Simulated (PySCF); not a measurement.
C4H9Br, SMILES C(CCBr)C at its GFN2-xTB optimised geometry (Å):

```
14

C      1.7867     0.0718     1.2892
C      1.1842    -0.4754     0.0000
C     -0.3459    -0.4754     0.0000
C     -0.9142     0.9315     0.0000
Br    -2.8670     0.8936    -0.1189
H      2.8670    -0.0505     1.2781
H      1.5710     1.1306     1.4091
H      1.3921    -0.4620     2.1511
H      1.5216    -1.5045    -0.1390
H      1.5469     0.1082    -0.8496
H     -0.7011    -1.0027    -0.8891
H     -0.7117    -1.0166     0.8761
H     -0.6846     1.4683     0.9184
H     -0.5692     1.5045    -0.8602
```

Method: PBE/def2-TZVP (PySCF 2.14.0). Cells within 0.4 Å of a nucleus heavier than hydrogen are left out (blank, or x).

Map of the electron localisation function on the plane z = 1.2 Å:

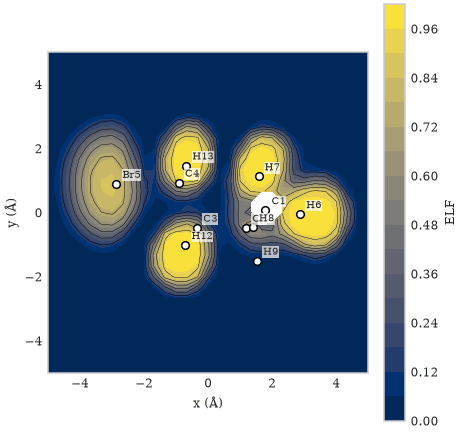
Electron localisation function on the plane z = 1.2 Å.
